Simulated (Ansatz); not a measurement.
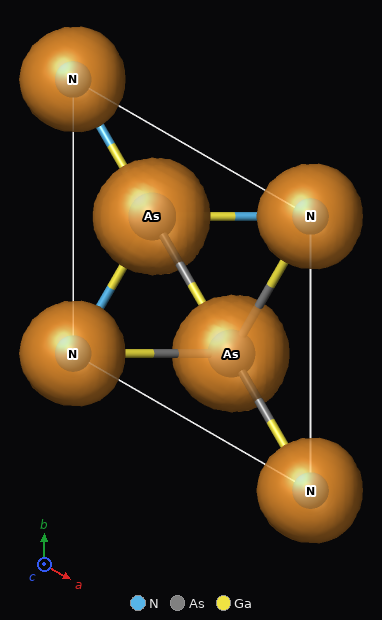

The picture shows: Ga3As2N. Isosurface of the valence electron density at 1 e/Å³ (orange), seen along the c axis. Sticks mark near contacts.

Space group P3m1; started from the ordered alloy on zincblende lattice prototype, which need not be the ambient phase.

Computed with DFT, HSE06, plane waves, PAW in Ansatz.

The density is the valence pseudo-density of a PAW calculation; it isn't the true density close to the nuclei.

Input

```
crystal:
  lattice:
    - [3.7567046608, 0.0, 0.0]
    - [-1.8783523304, 3.2534016708, 0.0]
    - [0.0, 0.0, 9.229157061]
  atoms:
    - { symbol: "N", position: [0.0, 0.0, -0.0034746483] }
    - { symbol: As, position: [0.3333333333, 0.6666666667, 0.3166065952] }
    - { symbol: As, position: [0.6666666667, 0.3333333333, 0.6804634061] }
    - { symbol: Ga, position: [0.3333333333, 0.6666666667, 0.0521227129] }
    - { symbol: Ga, position: [0.6666666667, 0.3333333333, 0.4183229816] }
    - { symbol: Ga, position: [0.0, 0.0, 0.7859589526] }
kpoints:
  mp_grid: { grid: [6, 6, 2] }
  band_path:
    path:
      - [0.0, 0.0, 0.0]
      - [0.5, 0.0, 0.0]
      - [0.3333333333, 0.3333333333, 0.0]
      - [0.0, 0.0, 0.5]
      - [0.5, 0.0, 0.5]
      - [0.3333333333, 0.3333333333, 0.5]
      - [0.0666666667, 0.0666666667, 0.0]
    npoints: 1
hamiltonian:
  xc: hse06
scf:
  occupations: { method: fermi_dirac, width: 0.02 }
  n_extra_bands: 5
output:
  forces: true
  stress: true
  eigenvalues: true
  write_density: true
  write_potential: true
  elf: true
  volumetric_format: npy
```

Launched as:

```sh
ansatz run input.yaml --threads 4 --pin off --max-ram 6451MiB --backend cpu --events-out ev --progress --plain --runs-dir out
```

Below, planes, directions and counts refer to the conventional cell (a = 3.76 Å, b = 3.76 Å, c = 9.23 Å, α = 90.00°, β = 90.00°, γ = 120.00°).

Q: How is the density connected at this value?

A: At this value the density breaks into separate islands; it holds about 70 % of the electrons treated as valence (semicore included). It bridges none of the near contacts. It is pinched off along the sampled Ga–N (1.94 Å), Ga–As (2.36 Å), Ga–N (2.23 Å) and Ga–As (2.42 Å) contacts. On the grid the lowest density along these lines, outside the cores, is 0.73 e/Å³ (Ga–N, 1.94 Å), 0.55 e/Å³ (Ga–As, 2.36 Å), 0.43 e/Å³ (Ga–N, 2.23 Å) and 0.48 e/Å³ (Ga–As, 2.42 Å).
